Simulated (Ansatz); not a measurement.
**SiH2O (SMILES O=[SiH2]): wB97X/STO-3G**

What is the electronic atomisation energy of SiH2O at wB97X/STO-3G? 

The results are computed with Ansatz 0.2.0.

61 further runs of the same task are left out: 9 that didn't finish, 52 set aside as unsound or not needed.

## Step 1: The molecule

SiH2O: 4 atoms, total charge 0, spin state singlet. SMILES: `O=[SiH2]`. The coordinates come from a PBE0-D4/def2-TZVP relaxation.

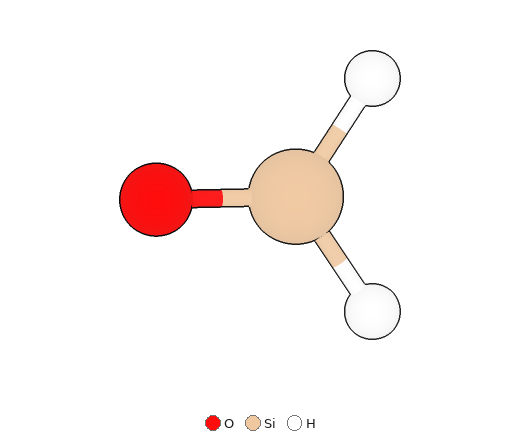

The structure, seen from a chosen angle (oxygen red, silicon light orange, hydrogen white).

## Step 2: A single-point energy at wB97X/STO-3G

File molecule.yaml:

```yaml
crystal:
  periodic: [false, false, false]
  atoms:
    - {symbol: O, position_ang: [-0.283200, 0.413500, 1.469500]}
    - {symbol: Si, position_ang: [-0.006700, 0.009800, 0.034900]}
    - {symbol: H, position_ang: [0.439900, -1.346000, -0.376200]}
    - {symbol: H, position_ang: [-0.150000, 0.922700, -1.128300]}
basis:
  gaussian:
    orbitals: STO-3G
hamiltonian:
  xc: {name: wB97X}
accuracy: high
```

On the command line:

```bash
$ ansatz run molecule.yaml --threads 1 --pin off --max-ram 2610MiB --events-out events.jsonl --progress --plain --runs-dir runs
```

Output:

```text
Warning: RAYON_NUM_THREADS=1 ignored (pool sized by the plan → 1); use --threads N
Functional definition: wB97X
  name "wB97X"
  parameter omega = 0.3/bohr
  parameter cx = 0.157706
  parameter cx1 = 0.726479
  parameter cx2 = 1.04760
  parameter cx3 = -5.70635
  parameter cx4 = 13.2794
  parameter css1 = -4.33879
  parameter css2 = 18.2308
  parameter css3 = -31.7430
  parameter css4 = 17.2901
  parameter cos1 = 2.37031
  parameter cos2 = -11.3995
  parameter cos3 = 6.58405
  parameter cos4 = -3.78132
  exchange = spin_sum(e_x_unif_sr(omega)*poly(b97_u_x, 1 - cx, cx1, cx2, cx3, cx4)) + cx*exact_x_sr(omega)
      + exact_x_lr(omega)
  correlation = spin_sum(e_c_pw_same_spin*poly(b97_u_same, 1, css1, css2, css3, css4))
      + integral(e_c_pw_opposite_spin*poly(b97_u_opposite, 1, cos1, cos2, cos3, cos4))
267 factors; integrals over basis functions are off by at most 2.6e-8 eV
119 factors; integrals over basis functions are off by at most 9.2e-10 eV
mean field evaluation 1: about -9828.1786 eV, gradient 3.7e1 eV
mean field evaluation 2: about -9816.1211 eV, gradient 8.4e1 eV
mean field evaluation 4: about -9834.3513 eV, gradient 1.7e0 eV
mean field evaluation 8: about -9834.3352 eV, gradient 4.1e-2 eV
mean field evaluation 16: about -9834.3352 eV, gradient 1.8e-6 eV
mean field -9834.33517795 eV, -361.4051518380 hartree, gradient 8.7e-8 eV, S^2 0.000000; 0 other end points of the search recorded, 0 dependent functions left out
reference -9834.33517659 eV, -361.4051517880 hartree; 12, 12 occupied and 4, 4 virtual orbitals, 267 factors
Total energy: -9834.33517659 eV, -361.4051517880 hartree
```

Run time: 3.6 s. Hardware: 1 thread of Arm Neoverse V1, shared host; peak memory 0.2 GiB.

## Step 3: The H atom

File molecule.yaml:

```yaml
crystal:
  periodic: [false, false, false]
  atoms:
    - {symbol: H, position_ang: [0.000000, 0.000000, 0.000000]}
basis:
  gaussian:
    orbitals: STO-3G
magnetization:
  spin_polarized: true
  initial_magnetization: 1
hamiltonian:
  xc: {name: wB97X}
accuracy: high
```

Run the same way, it converges to -0.46692 Eh (log not shown).

## Step 4: The O atom

File molecule.yaml:

```yaml
crystal:
  periodic: [false, false, false]
  atoms:
    - {symbol: O, position_ang: [0.000000, 0.000000, 0.000000]}
basis:
  gaussian: {orbitals: STO-3G}
magnetization: {spin_polarized: true, initial_magnetization: 2}
hamiltonian: {xc: {name: wB97X}}
accuracy: high
```

Run the same way, it converges to -74.03628 Eh (log not shown).

## Step 5: The Si atom, same level

Edit molecule.yaml of step 4 so:

```diff
@@ -3,3 +3,4 @@
   atoms:
-    - {symbol: O, position_ang: [0.000000, 0.000000, 0.000000]}
+    - symbol: Si
+      position_ang: [0.000000, 0.000000, 0.000000]
 basis:
```

Run the same way, it converges to -285.93335 Eh (log not shown).

## Step 6: What came out

At wB97X/STO-3G:

| quantity | value |
| --- | --- |
| molecule: total energy | -361.40515 Eh |
| H atom: total energy | -0.46692 Eh |
| H atom: ⟨S²⟩ | 0.750 |
| O atom: total energy | -74.03628 Eh |
| O atom: ⟨S²⟩ | 2.000 |
| Si atom: total energy | -285.93335 Eh |
| Si atom: ⟨S²⟩ | 2.000 |
| electronic atomisation energy | 13.651 eV |

Taking the molecule apart into free atoms costs 13.65 eV (1317 kJ/mol), before zero-point energy and without spin-orbit coupling. In a minimal basis such a difference can be off by several eV, whatever the method.
